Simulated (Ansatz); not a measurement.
# quartet PO at 6 levels

Wanted: a comparison of 6 runs (UHF/STO-3G, U-revPBE/STO-3G, U-wB97M-V/STO-3G, U-wB97X/STO-3G, UMP2/STO-3G, UCCSDT(Q)/STO-3G) of quartet PO. 

The calculation is run with Ansatz 0.2.0.

36 further runs of the same task are left out: 5 that didn't finish, 31 set aside as unsound or not needed.

## 1. Starting point

PO has 2 atoms, charge 0, and is taken as a quartet. SMILES of the parent species: `O=[P]`. The coordinates come from a PBE0-D4/def2-TZVP relaxation. That shape belongs to the parent species and isn't relaxed for this state.

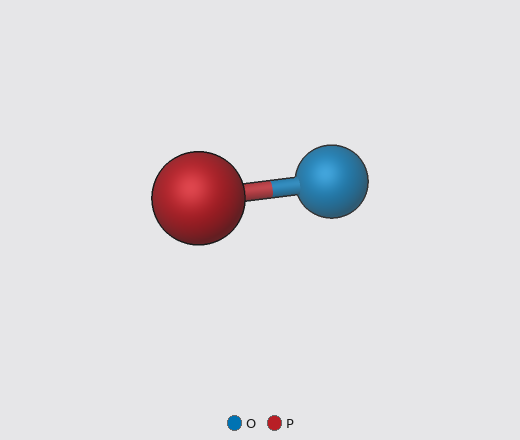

The structure, seen from a chosen angle (oxygen blue, phosphorus red).

## 2. The energy at UHF/STO-3G (run 1)

Input file run.yaml:

```yaml
crystal:
  periodic: [false, false, false]
  atoms:
    - symbol: O
      position_ang: [0.000000, -0.000000, -0.009450]
    - symbol: P
      position_ang: [-0.000000, 0.000000, 1.464540]
basis:
  gaussian: {orbitals: STO-3G}
magnetization: {spin_polarized: true, initial_magnetization: 3}
hamiltonian: {xc: hf}
accuracy: high
```

Launch:

```console
$ ansatz run run.yaml --threads 1 --pin off --max-ram 3480MiB --events-out events.jsonl --progress --plain --runs-dir runs
```

Output:

```text
Warning: RAYON_NUM_THREADS=1 ignored (pool sized by the plan → 1); use --threads N
Functional definition: HF
  name "HF"
  exchange = exact_x
  correlation = 0
224 factors; integrals over basis functions are off by at most 1.2e-8 eV
mean field evaluation 1: about -11171.1501 eV, gradient 6.2e0 eV
mean field evaluation 2: about -11171.2031 eV, gradient 6.2e0 eV
mean field evaluation 4: about -11171.7191 eV, gradient 1.8e0 eV
mean field evaluation 8: about -11171.9082 eV, gradient 8.0e-4 eV
mean field evaluation 16: about -11172.0442 eV, gradient 9.7e-1 eV
mean field evaluation 32: about -11171.7153 eV, gradient 2.6e0 eV
mean field -11173.43065677 eV, -410.6160030131 hartree, gradient 4.2e-8 eV, S^2 3.758586; 3 other end points of the search recorded, 0 dependent functions left out
reference -11173.43065677 eV, -410.6160030131 hartree; 13, 10 occupied and 1, 4 virtual orbitals, 224 factors
Total energy: -11173.43065677 eV, -410.6160030131 hartree
```

Run time: 0.14 s. Hardware: 1 thread of Intel Xeon Platinum 8488C (Sapphire Rapids), shared host.

## 3. The energy at U-revPBE/STO-3G (run 2)

Input file molecule.yaml:

```yaml
basis:
  gaussian: {orbitals: STO-3G}
crystal:
  periodic: [false, false, false]
  atoms:
    - symbol: O
      position_ang: [0.000000, -0.000000, -0.009450]
    - symbol: P
      position_ang: [-0.000000, 0.000000, 1.464540]
magnetization: {spin_polarized: true, initial_magnetization: 3}
hamiltonian: {xc: {name: revPBE}}
total_charge: 0
accuracy: high
```

Launch:

```console
$ ansatz run molecule.yaml --threads 1 --pin off --max-ram 3480MiB --events-out events.jsonl --progress --plain --runs-dir runs
```

Output:

```text
Warning: RAYON_NUM_THREADS=1 ignored (pool sized by the plan → 1); use --threads N
Functional definition: revPBE
  name "revPBE"
  parameter kappa = 1.245
  parameter beta = 0.06672455060314922
  exchange = pbe_x(kappa = kappa, mu = beta*pi^2/3)
  correlation = pbe_c(beta = beta)
224 factors; integrals over basis functions are off by at most 1.2e-8 eV
mean field evaluation 1: about -11192.3247 eV, gradient 9.5e0 eV
mean field evaluation 2: about -11184.4923 eV, gradient 3.4e1 eV
mean field evaluation 4: about -11193.0310 eV, gradient 7.1e-2 eV
mean field evaluation 8: about -11193.0292 eV, gradient 3.1e-4 eV
mean field evaluation 16: about -11193.0604 eV, gradient 1.2e-1 eV
mean field evaluation 32: about -11193.0311 eV, gradient 4.4e-3 eV
mean field evaluation 64: about -11193.0536 eV, gradient 6.9e-1 eV
mean field -11193.07050481 eV, -411.3377541159 hartree, gradient 8.6e-8 eV, S^2 3.750254; 11 other end points of the search recorded, 0 dependent functions left out
reference -11193.07050613 eV, -411.3377541647 hartree; 13, 10 occupied and 1, 4 virtual orbitals, 224 factors
Total energy: -11193.07050613 eV, -411.3377541647 hartree
```

Run time: 2.2 s. Hardware: 1 thread of Intel Xeon Platinum 8488C (Sapphire Rapids), shared host; peak memory 0.12 GiB.

## 4. A single-point energy at U-wB97M-V/STO-3G (run 3)

Input file input.yaml:

```yaml
crystal:
  periodic: [false, false, false]
  atoms:
    - symbol: O
      position_ang: [0.000000, -0.000000, -0.009450]
    - symbol: P
      position_ang: [-0.000000, 0.000000, 1.464540]
basis:
  gaussian:
    orbitals: STO-3G
magnetization:
  spin_polarized: true
  initial_magnetization: 3
hamiltonian:
  xc: {name: wB97M-V}
accuracy: high
```

Launch:

```console
$ ansatz run input.yaml --threads 1 --pin off --max-ram 3480MiB --events-out events.jsonl --progress --plain --runs-dir runs
```

Output:

```text
Warning: RAYON_NUM_THREADS=1 ignored (pool sized by the plan → 1); use --threads N
Functional definition: wB97M-V
  name "wB97M-V"
  parameter omega = 0.3/bohr
  parameter cx = 0.15
  parameter cx01 = 1.007
  parameter cx10 = 0.259
  parameter css00 = 0.443
  parameter css04 = -1.437
  parameter css10 = -4.535
  parameter css20 = -3.390
  parameter css43 = 4.278
  parameter cos00 = 1.000
  parameter cos10 = 1.358
  parameter cos20 = 2.924
  parameter cos21 = -8.812
  parameter cos60 = -1.390
  parameter cos61 = 9.142
  parameter b = 6.0
  parameter c = 0.01
  gx(w, u) = 1 - cx + cx01*u + cx10*w
  gss(w, u) = css00 + css04*u^4 + css10*w + css20*w^2 + css43*w^4*u^3
  gos(w, u) = cos00 + cos10*w + (cos20 + cos21*u)*w^2 + (cos60 + cos61*u)*w^6
  exchange = spin_sum(e_x_unif_sr(omega)*gx(b97_w, b97_u_x)) + cx*exact_x_sr(omega) + exact_x_lr(omega)
  correlation = spin_sum(e_c_pw_mod_same_spin*gss(b97_w, b97_u_same))
      + integral(e_c_pw_mod_opposite_spin*gos(b97_w_opposite, b97_u_opposite)) + vv10(b, c)
224 factors; integrals over basis functions are off by at most 1.2e-8 eV
92 factors; integrals over basis functions are off by at most 1.6e-9 eV
mean field evaluation 1: about -11195.4175 eV, gradient 8.2e0 eV
mean field evaluation 2: about -11195.4222 eV, gradient 9.4e0 eV
mean field evaluation 4: about -11196.0134 eV, gradient 2.1e-1 eV
mean field evaluation 8: about -11196.0221 eV, gradient 3.5e-3 eV
mean field evaluation 16: about -11196.0221 eV, gradient 8.3e-7 eV
mean field evaluation 32: about -11196.4519 eV, gradient 3.8e-4 eV
mean field -11196.45193041 eV, -411.4620192149 hartree, gradient 1.6e-9 eV, S^2 3.751077; 3 other end points of the search recorded, 0 dependent functions left out
reference -11196.45193174 eV, -411.4620192638 hartree; 13, 10 occupied and 1, 4 virtual orbitals, 224 factors
Total energy: -11196.45193174 eV, -411.4620192638 hartree
```

Run time: 11 s. Hardware: 1 thread of Intel Xeon Platinum 8488C (Sapphire Rapids), shared host; peak memory 0.33 GiB.

Runs 4 to 5 aren't shown in full; the table further down has their settings and results.

## 5. The energy at UCCSDT(Q)/STO-3G (run 6)

Input file in.yaml:

```yaml
basis:
  gaussian:
    orbitals: STO-3G
crystal:
  periodic: [false, false, false]
  atoms:
    - {symbol: O, position_ang: [0.000000, -0.000000, -0.009450]}
    - {symbol: P, position_ang: [-0.000000, 0.000000, 1.464540]}
correlation:
  method: ccsdt_q
  frozen_orbitals: {O: 1, P: 5}
scf:
  omitted_lower_state_checks: [cluster_reference, increment]
magnetization:
  spin_polarized: true
  initial_magnetization: 3
accuracy: high
```

Launch:

```console
$ ansatz run in.yaml --threads 1 --pin off --max-ram 3480MiB --events-out events.jsonl --progress --plain --runs-dir runs
```

Output:

```text
Warning: RAYON_NUM_THREADS=1 ignored (pool sized by the plan → 1); use --threads N
[... 4 set-up lines as earlier in the session ...]
these checks for a lower state are left out or cut short: cluster_reference, increment
224 factors; integrals over basis functions are off by at most 1.2e-8 eV
mean field evaluation 1: about -11171.1501 eV, gradient 6.2e0 eV
mean field evaluation 2: about -11171.2031 eV, gradient 6.2e0 eV
mean field evaluation 4: about -11171.7191 eV, gradient 1.8e0 eV
mean field evaluation 8: about -11171.9082 eV, gradient 8.0e-4 eV
mean field evaluation 16: about -11172.0442 eV, gradient 9.7e-1 eV
mean field evaluation 32: about -11171.1501 eV, gradient 6.2e0 eV
mean field evaluation 64: about -11173.4105 eV, gradient 1.3e0 eV
mean field -11173.43065677 eV, -410.6160030131 hartree, gradient 4.2e-8 eV, S^2 3.758586; 9 other end points of the search recorded, 0 dependent functions left out
6 core orbitals not correlated: weight in the atoms' cores, before any rotation towards them, 1.000 or more for the frozen orbitals, at most 0.000 for the correlated occupied ones
reference -11173.43065677 eV, -410.6160030131 hartree; 7, 4 occupied and 1, 4 virtual orbitals, 224 factors
second order -0.56272419 eV of doubles, -0.00000000 eV of singles
cycle   1  -0.69259578 eV  change   -1.3e-1 eV  update   4.0e-2
cycle   2  -0.80034269 eV  change   -1.1e-1 eV  update   2.0e-2
cycle   3  -0.81406361 eV  change   -1.4e-2 eV  update   6.1e-3
cycle   4  -0.81597975 eV  change   -1.9e-3 eV  update   2.7e-3
cycle   5  -0.81630607 eV  change   -3.3e-4 eV  update   1.2e-3
cycle   6  -0.81657657 eV  change   -2.7e-4 eV  update   5.2e-4
cycle   7  -0.81700275 eV  change   -4.3e-4 eV  update   1.4e-4
cycle   8  -0.81699145 eV  change    1.1e-5 eV  update   4.3e-5
cycle   9  -0.81697782 eV  change    1.4e-5 eV  update   2.1e-5
cycle  10  -0.81698371 eV  change   -5.9e-6 eV  update   8.3e-6
cycle  11  -0.81698356 eV  change    1.4e-7 eV  update   2.9e-6
cycle  12  -0.81698300 eV  change    5.6e-7 eV  update   9.3e-7
cycle  13  -0.81698298 eV  change    1.6e-8 eV  update   2.7e-7
cycle  14  -0.81698317 eV  change   -1.9e-7 eV  update   1.1e-7
cycle  15  -0.81698312 eV  change    5.0e-8 eV  update   4.8e-8
cycle  16  -0.81698310 eV  change    2.5e-8 eV  update   1.8e-8
cycle  17  -0.81698310 eV  change   -5.6e-9 eV  update   1.2e-8
cycle  18  -0.81698291 eV  change    2.0e-7 eV  update   4.3e-8
cycle  19  -0.81698284 eV  change    7.0e-8 eV  update   1.7e-8
cycle  20  -0.81698282 eV  change    1.7e-8 eV  update   6.6e-9
cycle  21  -0.81698282 eV  change  -9.0e-10 eV  update   3.2e-9
cycle  22  -0.81698282 eV  change   -1.1e-9 eV  update   1.4e-9
cycle  23  -0.81698282 eV  change  -5.3e-11 eV  update  6.3e-10
perturbative correction -0.00003706 eV, -0.0000013619 hartree
Total energy: -11174.24767665 eV, -410.6460279398 hartree
Checks for a lower state left out: cluster_reference, increment
```

Wall time 0.48 s (1 thread of Intel Xeon Platinum 8488C (Sapphire Rapids), shared host).

## 6. The series

```tsv
run	level	frozen core orbitals	energy (Eh)	⟨S²⟩	wall time
1	UHF/STO-3G	–	-410.616003	3.759	0.14 s
2	U-revPBE/STO-3G	–	-411.337754	3.750	2.2 s
3	U-wB97M-V/STO-3G	–	-411.462019	3.751	11 s
4	U-wB97X/STO-3G	–	-411.417463	3.753	5.4 s
5	UMP2/STO-3G	6	-410.636683	3.759	0.18 s
6	UCCSDT(Q)/STO-3G	6	-410.646028	3.759	0.48 s
```

## 7. Outcome

| quantity | value |
| --- | --- |
| run 6: total energy | -410.64603 Eh |
| run 6: correlation energy (6 core orbitals frozen) | -30.0 mEh |
| run 6: ⟨S²⟩ of the reference determinant | 3.759 |
| run 6: T1 diagnostic | 0.012 |

What this shows: Below the UHF energy at the same shape and in the same basis (STO-3G): UMP2 -20.7 mEh; UCCSDT(Q) -30.0 mEh. Totals of different functionals can't be ranked against each other. In runs 1, 2, 3, 4, 5, 6 the basis is minimal, so the values are rough. All runs together took 19 s, the longest 11 s.
